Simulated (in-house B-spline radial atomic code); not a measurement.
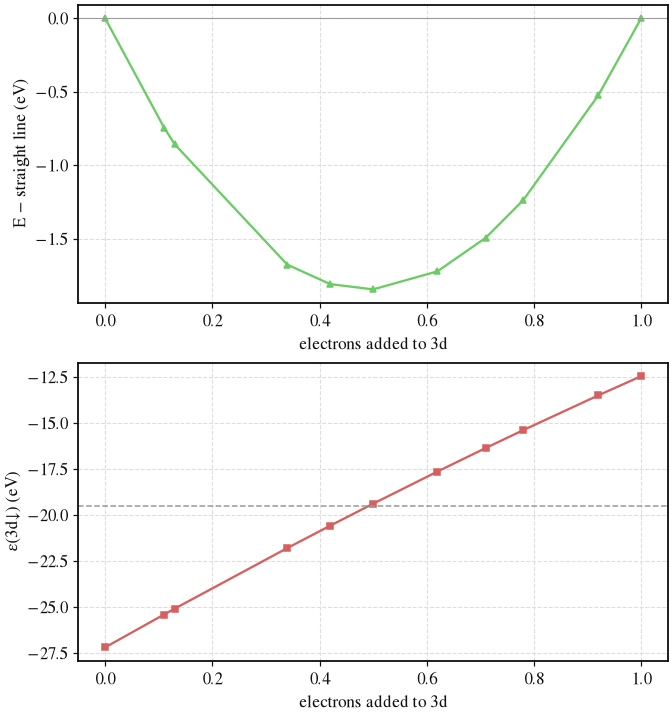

The calculation used an in-house B-spline radial code at this level: scalar-relativistic (spin-free one-electron X2C) PBEsol, spin-polarised, spherical fractional occupations, Fermi nucleus, basis-set limit. The occupation of the 3d shell is varied from Ni²⁺ ([Ar] 3d8 (high spin)) to Ni⁺ ([Ar] 3d9 (high spin)), with spherical fractional occupations. The plot shows the total energy less the straight line between the end points, and the eigenvalue of 3d↓ (the dashed line is minus the energy to take the whole electron out).

Question: Is the energy convex or concave in the occupation, and by how much?

Answer: The curve is convex (below the straight line), with the largest deviation among the points computed, −1.85 eV, at 0.5. The end points differ by 19.5 eV, the energy to take the electron out. The eigenvalue, which is the slope of the energy (Janak's theorem), moves from −27.2 eV at 0 to −12.5 eV at 1; for a straight line it would stay constant, and a parabola would sag by an eighth of this change, scaled to a whole electron, 1.84 eV. Convexity is the mark of the delocalisation error, which puts fractional charges too low; for p, d and f shells the spherical spreading of the fraction adds to it.
